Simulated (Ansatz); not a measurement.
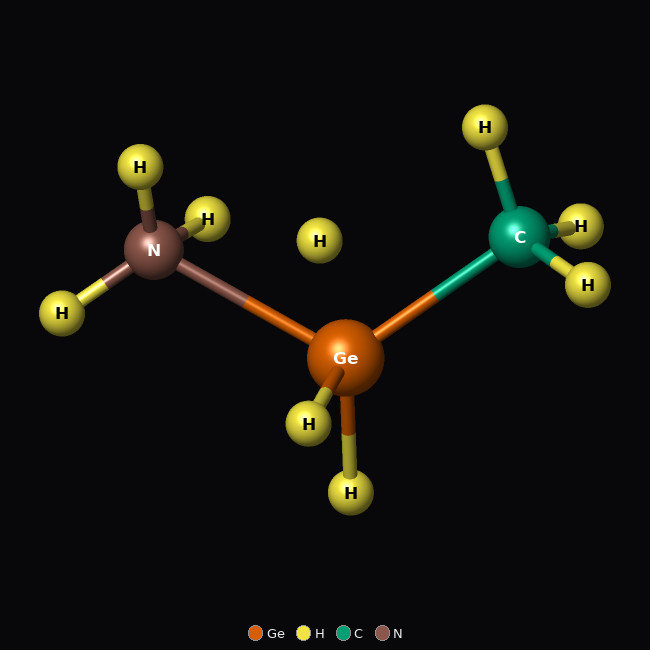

Sticks follow a distance rule. Harmonic vibrations computed with RKS PBE0-D4/def2-TZVP (Ansatz 0.2.0) at a stationary point of the same level.

Q: How many imaginary frequencies does it have?

A: A first-order saddle point: one imaginary frequency, 1216i cm⁻¹.

Q: List the wavenumbers.

A: 30 modes: 1216i, 108, 127, 221, 397, 486, 519, 593, 636, 669, 759, 830, 860, 889, 909, 939, 1259, 1387, 1449, 1451, 1523, 1579, 1901, 1978, 2160, 3061, 3147, 3179, 3484, 3600 cm⁻¹.
